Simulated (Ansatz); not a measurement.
Cell of (BeTe)4/(CdS)5 zinc blende (111) superlattice on BeTe (CdS held in this type, which need not be the stable form), with its geometry taken from a PBE run:

```yaml
crystal:
  lattice:
    - [4.00496, 0.00000, 0.00000]
    - [-2.00248, 3.46840, 0.00000]
    - [0.00000, 0.00000, 31.01117]
  atoms:
    - { symbol: Be, position: [0.00000, 0.00000, 0.99392] }
    - { symbol: Te, position: [0.00000, 0.00000, 0.07268] }
    - { symbol: Be, position: [0.33333, 0.66667, 0.09904] }
    - { symbol: Te, position: [0.33333, 0.66667, 0.17793] }
    - { symbol: Be, position: [0.66667, 0.33333, 0.20444] }
    - { symbol: Te, position: [0.66667, 0.33333, 0.28335] }
    - { symbol: Be, position: [0.00000, 0.00000, 0.30958] }
    - { symbol: Te, position: [0.00000, 0.00000, 0.38805] }
    - { symbol: Cd, position: [0.33333, 0.66667, 0.43602] }
    - { symbol: S, position: [0.33333, 0.66667, 0.51688] }
    - { symbol: Cd, position: [0.66667, 0.33333, 0.54974] }
    - { symbol: S, position: [0.66667, 0.33333, 0.63153] }
    - { symbol: Cd, position: [0.00000, 0.00000, 0.66428] }
    - { symbol: S, position: [0.00000, 0.00000, 0.74614] }
    - { symbol: Cd, position: [0.33333, 0.66667, 0.77879] }
    - { symbol: S, position: [0.33333, 0.66667, 0.86068] }
    - { symbol: Cd, position: [0.66667, 0.33333, 0.89344] }
    - { symbol: S, position: [0.66667, 0.33333, 0.97613] }
```

Method: r2SCAN (plane waves to 500 eV, PAW; Ansatz, a program for electronic structure). No spin–orbit coupling. Its k-point mesh 9×9×1, Fermi–Dirac width 0.01 eV.

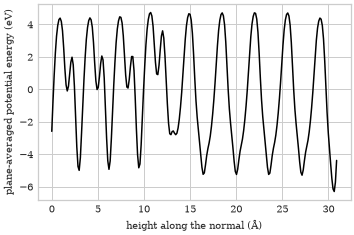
Smooth (PAW) electrostatic potential energy of an electron, averaged over planes, about its mean

The curve spans 11.0 eV over the stretch drawn.
